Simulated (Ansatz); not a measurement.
**B₂H₅ (doublet): one geometry, many settings at distance B1–H4 along a hydrogen transfer = 1.690 Å**

Aim: run B₂H₅ (doublet) at one geometry under a spread of methods and options, and see what each costs and gives.

The runs use Ansatz 0.2.0, Gaussian basis; the settings change from run to run.

7 further runs of the same task are left out: 4 that didn't finish, 3 set aside as unsound or not needed.

### 1 The geometry

The geometry derives from fragments relaxed apart (PBE0/def2-TZVP) and kept rigid, so it is no stationary point. A hydrogen atom is moved between rigid fragments.

7 atoms, charge 0, spin multiplicity 2.

Atoms are counted from 1 here; the program's logs count them from 0.

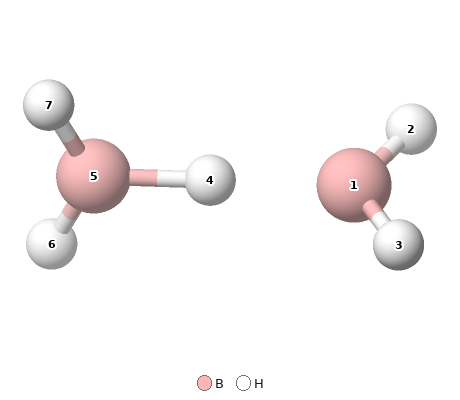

The geometry (boron pink, hydrogen white); atoms are numbered from 1 in the order of the file.

### 2 CASSCF(11,7)/STO-3G

in.yaml reads:

```yaml
crystal:
  periodic: [false, false, false]
  atoms:
    - {symbol: B, position_ang: [-1.528940, 0.000000, 0.000000]}
    - {symbol: H, position_ang: [-2.125673, 1.033571, 0.000000]}
    - {symbol: H, position_ang: [-2.125673, -1.033571, 0.000000]}
    - {symbol: H, position_ang: [0.161060, 0.000000, 0.000000]}
    - {symbol: B, position_ang: [1.530060, 0.000000, 0.000000]}
    - {symbol: H, position_ang: [2.039133, 0.000000, 1.077008]}
    - {symbol: H, position_ang: [2.039133, 0.000000, -1.077008]}
basis:
  gaussian: {orbitals: STO-3G}
magnetization: {spin_polarized: false, initial_magnetization: 1}
correlation: {active_space: {window: {electrons: 11, orbitals: 7}}}
```

Started as:

```bash
> ansatz run in.yaml --threads 1 --pin off --events-out ev --progress --plain --max-ram 2393MiB
```

The program printed:

```text
Functional definition: HF
  name "HF"
  cite "Fock, Z. Phys. 61, 126 (1930) doi:10.1007/BF01340294"
  parent pbe
  exchange = exact_x
  correlation = 0
189 factors; integrals over basis functions are off by at most 4.2e-5 eV
mean field evaluation 1: about -1398.0712 eV, gradient 1.4e1 eV
mean field evaluation 2: about -1398.0984 eV, gradient 1.4e1 eV
mean field evaluation 4: about -1399.5753 eV, gradient 6.2e-1 eV
mean field evaluation 8: about -1399.5820 eV, gradient 2.5e-3 eV
mean field evaluation 16: about -1397.2339 eV, gradient 3.9e-3 eV
mean field evaluation 32: about -1399.5806 eV, gradient 4.1e-1 eV
mean field -1399.58198787 eV, -51.4336893833 hartree, gradient 6.3e-7 eV, S^2 0.750000; 7 other end points of the search recorded, 0 dependent functions left out
reference -1399.58198787 eV, -51.4336893833 hartree; 8, 7 occupied and 7, 8 virtual orbitals, 189 factors
state -1400.25015730 eV, -51.4582441570 hartree
the orbitals are reached from a further start. From the first start the search ends at -1400.24995167 eV, -51.4582366002 hartree
Total energy: -1400.25015730 eV, -51.4582441570 hartree
```

It took 0.45 s on 1 thread of Arm Neoverse V2, shared host.

From the report: 147 determinants; active occupations 2.00, 2.00, 2.00, 2.00, 1.97, 1.00, 0.03.

### 3 HF/cc-pVDZ

in.yaml, as its differences from that of step 2:

```diff
@@ -11,4 +11,6 @@
 basis:
-  gaussian: {orbitals: STO-3G}
+  gaussian: {orbitals: cc-pVDZ}
 magnetization: {spin_polarized: false, initial_magnetization: 1}
-correlation: {active_space: {window: {electrons: 11, orbitals: 7}}}
+hamiltonian: {xc: hf}
+accuracy: high
+output: {orbitals: {seedname: orbitals}}
```

The command is unchanged.

The program printed:

```text
Functional definition: HF
  name "HF"
  cite "Fock, Z. Phys. 61, 126 (1930) doi:10.1007/BF01340294"
  parent pbe
  exchange = exact_x
  correlation = 0
1180 factors; integrals over basis functions are off by at most 2.9e-9 eV
mean field evaluation 1: about -1416.5603 eV, gradient 1.2e1 eV
mean field evaluation 2: about -1416.5598 eV, gradient 1.2e1 eV
mean field evaluation 4: about -1417.6559 eV, gradient 6.7e-1 eV
mean field evaluation 8: about -1417.6686 eV, gradient 8.7e-4 eV
mean field evaluation 16: about -1417.4111 eV, gradient 3.9e0 eV
mean field evaluation 32: about -1417.4100 eV, gradient 3.9e0 eV
mean field evaluation 64: about -1416.5603 eV, gradient 1.2e1 eV
mean field -1417.66859569 eV, -52.0983599614 hartree, gradient 2.1e-8 eV, S^2 0.750000; 3 other end points of the search recorded, 0 dependent functions left out
reference -1417.66859569 eV, -52.0983599614 hartree; 8, 7 occupied and 45, 46 virtual orbitals, 1180 factors
Total energy: -1417.66859569 eV, -52.0983599614 hartree
```

Run time: 0.72 s. Hardware: 1 thread of Arm Neoverse V2, shared host.

### 4 CCSD/cc-pVDZ

in.yaml, as its differences from that of step 3:

```diff
@@ -12,5 +12,5 @@
   gaussian: {orbitals: cc-pVDZ}
-magnetization: {spin_polarized: false, initial_magnetization: 1}
-hamiltonian: {xc: hf}
-accuracy: high
-output: {orbitals: {seedname: orbitals}}
+magnetization: {spin_polarized: true, initial_magnetization: 1}
+hamiltonian: {xc: {name: B3LYP}}
+correlation: {method: ccsd, electrons: outside_noble_gas, diis_vectors: 2}
+scf: {omitted_lower_state_checks: [cluster_reference]}
```

The command is unchanged.

The program printed (excerpt; [...] marks lines left out):

```text
Functional definition: B3LYP
  name "B3LYP"
  cite "Stephens, Devlin, Chabalowski & Frisch, J. Phys. Chem. 98, 11623 (1994) doi:10.1021/j100096a001"
  cite "Becke, Phys. Rev. A 38, 3098 (1988) doi:10.1103/PhysRevA.38.3098"
  cite "Lee, Yang & Parr, Phys. Rev. B 37, 785 (1988) doi:10.1103/PhysRevB.37.785"
  cite "Vosko, Wilk & Nusair, Can. J. Phys. 58, 1200 (1980) doi:10.1139/p80-159"
[...]
477 factors; integrals over basis functions are off by at most 1.6e-3 eV
[...]
mean field -1429.26099087 eV, -52.5243726264 hartree, gradient 3.9e-6 eV, S^2 0.754615; 4 other end points of the search recorded, 0 dependent functions left out
2 core orbitals not correlated: weight in the atoms' cores, before any rotation towards them, 1.000 or more for the frozen orbitals, at most 0.000 for the correlated occupied ones
reference -1417.58468057 eV, -52.0952761375 hartree; 6, 5 occupied and 45, 46 virtual orbitals, 477 factors
second order -4.75082144 eV of doubles, -0.14033828 eV of singles
cycle   1  -5.72904539 eV  change   -8.4e-1 eV  update   5.9e-2
[...]
cycle  11  -6.01353365 eV  change    2.8e-6 eV  update   6.8e-6
Total energy: -1423.59821422 eV, -52.3162694230 hartree
Checks for a lower state left out: cluster_reference
```

Wall time 2.3 s (1 thread of Arm Neoverse V2, shared host).

From the report: ⟨S²⟩ of the determinant 0.755 (pure doublet: 0.75); correlation -6.0135 eV; T1 0.012; largest double amplitude 0.05. The orbitals are Kohn-Sham ones, so correlation energy and T1 don't compare with those on Hartree-Fock orbitals.

### 5 All runs side by side

Where basis and cores are those of an earlier UCCSDT(Q)/cc-pVDZ run (-1423.7694 eV), and the state is the same kind, the miss against it is given.

```
                           level         correlated  functions  energy (eV)  from UCCSDT(Q) (meV)    time
             CASSCF(11,7)/STO-3G                            15   -1400.2502                        0.45 s
                      HF/cc-pVDZ                            53   -1417.6686                6100.8  0.72 s
CCSD/cc-pVDZ (on B3LYP orbitals)  outside noble gas         53   -1423.5982                 171.2   2.3 s
```

### 6 What came out

| quantity | value |
| --- | --- |
| runs | 3 |
| quickest | CASSCF(11,7)/STO-3G, 0.45 s |
| slowest | CCSD/cc-pVDZ (on B3LYP orbitals), 2.3 s |

Total energies in different bases, with other cores or another treatment of relativity can't be set against each other. CCSD/cc-pVDZ (on B3LYP orbitals) took 5 times as long as CASSCF(11,7)/STO-3G; the jobs differ in more than the method. Hartree-Fock, CASSCF and CASCI lack dynamic correlation by design. Cores frozen from Kohn-Sham orbitals shift the total energy.
